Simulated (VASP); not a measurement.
Band structure of KTaO3 (cubic perovskite). Computed with vdW-DF2, VASP's PBE PAW potentials (set 64) (plane waves; VASP).

Unless said otherwise, spin-orbit coupling is left out, though it shifts the bands of the heavy elements here.

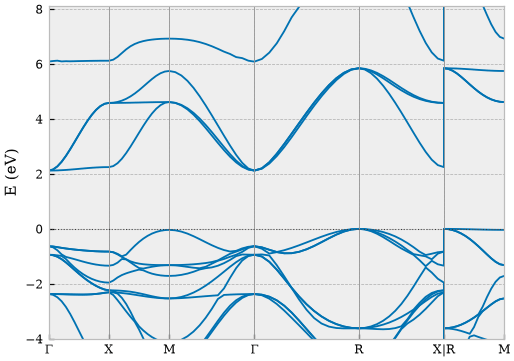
Bands along high-symmetry lines, zero at the valence-band maximum or, without a gap, the Fermi level

Question: Read the plot: is there a gap, and where are the band edges?

Answer: The gap is indirect, 2.12 eV, from the valence maximum at R to the conduction minimum at Γ. (Edges off the drawn lines would not show.)

Measured: gap 3.64 eV (computed value off by -1.52 eV), as given by Burak Himmetoglu et al., Journal of Physics Condensed Matter (2016), arXiv:1601.06205.

The compound is KTaO3 in the cubic perovskite structure. It was relaxed first, which changed the volume by +7 %.
